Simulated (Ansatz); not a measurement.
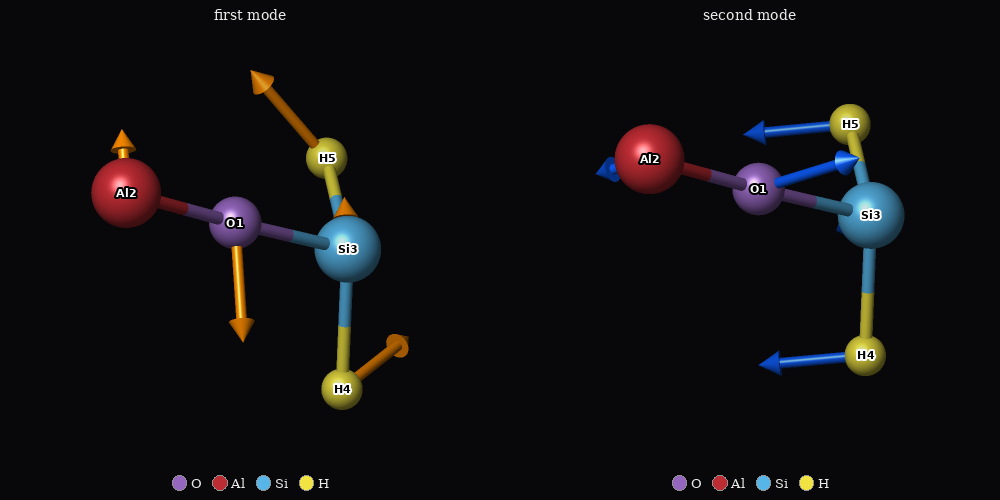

The system is AlH₂OSi, spin multiplicity 2; the picture shows the reference structure; its two panels give the patterns of the first and the second mode as arrows. Coordinates scanned: (1) normal mode 1 (106 cm⁻¹); (2) normal mode 2 (118 cm⁻¹). Nothing is relaxed (straight displacements along the two mass-weighted modes). Grid: 9 × 9 points; 45 points were computed and 36 follow by symmetry. Energies: kJ/mol, counted from the lowest grid point. Level of theory: UKS r2SCAN0-D4/def2-SVP (Ansatz 0.2.0).

Its coordinates:

```yaml
atoms:
  - { symbol: O, position_ang: [0.5242, -0.3620, 0.6270] }
  - { symbol: Al, position_ang: [1.2368, -0.9615, 2.0631] }
  - { symbol: Si, position_ang: [-0.0788, 0.1859, -0.8078] }
  - { symbol: H, position_ang: [-1.3524, -0.5192, -1.1417] }
  - { symbol: H, position_ang: [-0.3298, 1.6567, -0.7406] }
```

Range: normal mode 1 (106 cm⁻¹) from −1.94 to 1.94 amu½·Å; normal mode 2 (118 cm⁻¹) from −2.08 to 2.08 amu½·Å.

### Predict the map.

The lowest grid point is at normal mode 1 (106 cm⁻¹) = 0.00 amu½·Å, normal mode 2 (118 cm⁻¹) = 0.00 amu½·Å. No other kind of well shows on this grid. The highest grid point, normal mode 1 (106 cm⁻¹) = −1.94 amu½·Å, normal mode 2 (118 cm⁻¹) = −2.08 amu½·Å, lies 83.4 kJ/mol above the lowest.

| normal mode 2 (118 cm⁻¹) ↓, normal mode 1 (106 cm⁻¹) → | −1.94 | −1.46 | −0.97 | −0.49 | 0.00 | 0.49 | 0.97 | 1.46 | 1.94 |
| --- | --- | --- | --- | --- | --- | --- | --- | --- | --- |
| 2.08 | 81.6 | 56.8 | 41.0 | 32.4 | 29.7 | 32.4 | 41.0 | 56.8 | 81.6 |
| 1.56 | 54.6 | 33.4 | 20.8 | 14.4 | 12.5 | 14.4 | 20.8 | 33.4 | 54.6 |
| 1.04 | 37.4 | 19.4 | 9.6 | 5.2 | 4.0 | 5.2 | 9.6 | 19.4 | 37.4 |
| 0.52 | 28.2 | 12.3 | 4.5 | 1.5 | 0.7 | 1.5 | 4.5 | 12.3 | 28.2 |
| 0.00 | 25.5 | 10.3 | 3.1 | 0.6 | 0.0 | 0.6 | 3.1 | 10.3 | 25.5 |
| −0.52 | 28.7 | 12.6 | 4.6 | 1.5 | 0.8 | 1.5 | 4.6 | 12.6 | 28.7 |
| −1.04 | 38.3 | 19.9 | 9.9 | 5.4 | 4.1 | 5.4 | 9.9 | 19.9 | 38.3 |
| −1.56 | 56.0 | 34.2 | 21.2 | 14.7 | 12.7 | 14.7 | 21.2 | 34.2 | 56.0 |
| −2.08 | 83.4 | 57.9 | 41.6 | 32.8 | 30.0 | 32.8 | 41.6 | 57.9 | 83.4 |

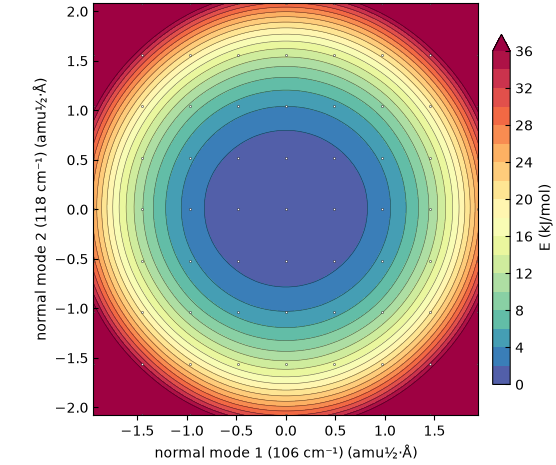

Drawn: filled contours, dots at the grid points, one colour for all values above the top of the scale. Between grid points the surface is interpolated.

Time for the 45 points that were run: 13 min on 1 thread of Arm Neoverse V1, on a shared host.
